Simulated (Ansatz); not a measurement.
The starting structures come from a database of crystals and need not be the phases stable at ambient conditions.

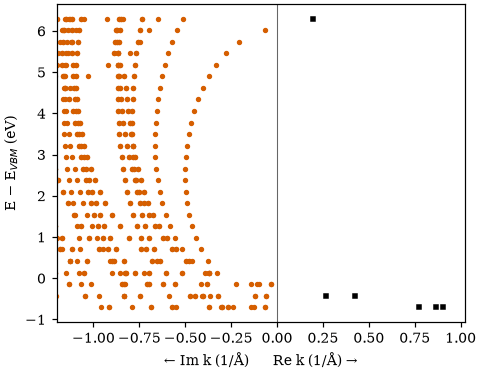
Fig. 1. Complex bands at the centre of the two-dimensional zone; r2SCAN (Ansatz, a quantum-chemistry and plane-wave program)

The gap is the functional's own, uncorrected, and κ follows it; spin-orbit coupling is left out. Mid-gap values are interpolated between the computed energies.

Q: This is CaZnF4 (I4_1/a, not sure to be the ambient phase, 12 atoms a cell, 12.7 Å³ an atom) along the normal of (100). Read off the slowest decay at the centre of the two-dimensional zone at 2.94 eV, the computed energy nearest the middle of the gap.

A: κ ≈ 0.50 1/Å, a decay length 1/(2κ) of the density of 1.0 Å.
